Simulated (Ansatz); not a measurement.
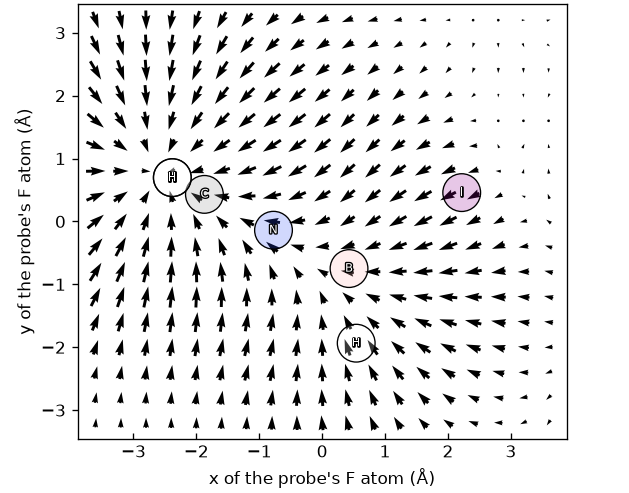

CH₃BIN (SMILES C=NBI) with the probe HF. The probe is moved over a plane parallel to the molecule's main plane, 3.63 Å above it. First axis: x of the probe's F atom. Second axis: y of the probe's F atom. Nothing is relaxed (molecule and probe rigid, the probe upright with F nearest the plane). Grid: 19 × 17 points. Level of theory: RKS BHLYP-D4/def2-SVP (Ansatz).

Drawn: arrows along the force (downhill), their lengths compressed, labelled circles for the molecule's atoms, projected on the plane.

**The arrows alone are given. Where is the energy lowest?**

The arrows converge at about x of the probe's F atom = −2.6 Å, y of the probe's F atom = 0.8 Å (read from the interpolated surface).

The energy map of the same scan:

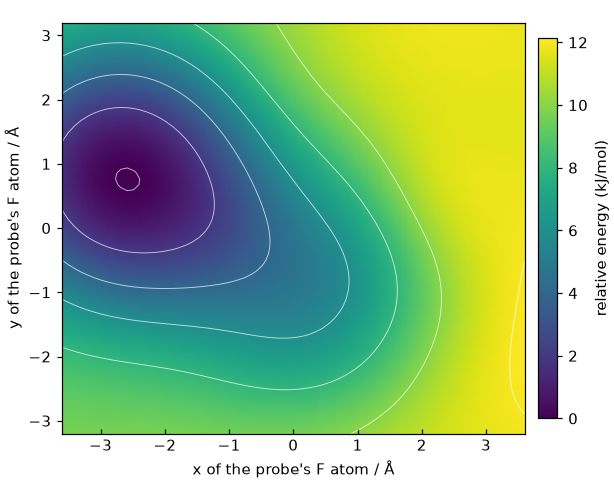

Energies are in kJ/mol, from the lowest grid point; between grid points the surface is interpolated.
